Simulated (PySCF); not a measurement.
# B₂BrH₇N₂: NMR shifts and spin-spin couplings

Wanted: the NMR shifts and spin-spin couplings of B₂BrH₇N₂ (`Br[BH-]1[NH2+][BH2-][NH2+]1`), by calculation.

Computed with PySCF 2.14.0, with density-fitted response routines of our own, on a single molecule in the gas phase. Atoms are numbered from 0 throughout.

## (1) The starting structure

12 atoms, charge 0, multiplicity 1; geometry from: GFN2-xTB.

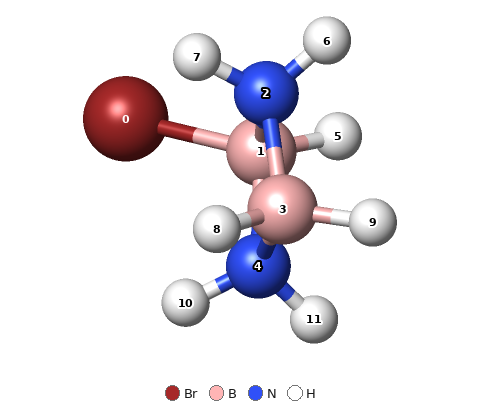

The starting geometry (bromine red, boron pink, nitrogen blue, hydrogen white), atoms numbered; sticks join atoms by distance.

## (2) Shielding tensors: PBE0/pcSseg-1

The job: settings as JSON, then the geometry in Å.

```
{"job": {"kind": "nmr", "xc": "PBE0", "basis": "pcSseg-1"}, "charge": 0, "multiplicity": 1}
Br     2.403599     0.039493    -1.208570
B      1.029307    -0.060501     0.214725
N      0.007291     1.134372     0.112005
B     -1.160584     0.041878     0.001984
N     -0.075510    -1.130981    -0.126320
H      1.499781    -0.191075     1.292667
H     -0.044784     1.758531     0.908432
H      0.105741     1.703304    -0.723329
H     -1.813482     0.168296    -0.976854
H     -1.760075    -0.042919     1.018563
H     -0.012193    -1.519210    -1.062489
H     -0.177893    -1.901875     0.523161
```

With the program's defaults for keys left out, this is: GIAO PBE0/pcSseg-1 NMR shielding, non-relativistic, gas phase.

**Question.** This job is followed by: B3LYP/pcJ-1 Br:pcSseg-1 indirect spin-spin coupling, non-relativistic, gas phase. Predict these results of the whole session: 1H shifts against TMS (PBE0/pcSseg-1, means over atoms taken as alike); 79Br shifts against HBr (PBE0/pcSseg-1); 11B shifts against BF3·OEt2 (PBE0/pcSseg-1); 15N shifts against NH3 (PBE0/pcSseg-1, means over atoms taken as alike); largest coupling of the table (B3LYP/pcSseg-1+pcJ-1).

**Answer**, as computed:

| quantity | value |
| --- | --- |
| 1H shifts against TMS (PBE0/pcSseg-1, means over atoms taken as alike) | 4.17, 3.28, 3.24, 2.41, 2.01 ppm |
| 79Br shifts against HBr (PBE0/pcSseg-1) | 92 ppm |
| 11B shifts against BF3·OEt2 (PBE0/pcSseg-1) | -7.0, -16.9 ppm |
| 15N shifts against NH3 (PBE0/pcSseg-1, means over atoms taken as alike) | 46.0 ppm |
| largest coupling of the table (B3LYP/pcSseg-1+pcJ-1) | 1J(B,H) B1–H5, 143.8 Hz |

**Reading.** At PBE0/pcSseg-1: The widest tensor belongs to Br0: span 641 ppm, with a paramagnetic part of -594 ppm. Of the pairs tabulated at B3LYP/pcSseg-1+pcJ-1, B1–H5 couples most strongly (143.8 Hz; Fermi contact 142.9 Hz). Couplings across rotatable bonds belong to this one conformer; where others are populated, the observed values are averages. Spin-orbit coupling is left out, which matters for shieldings and couplings at and beside the heavy atoms.
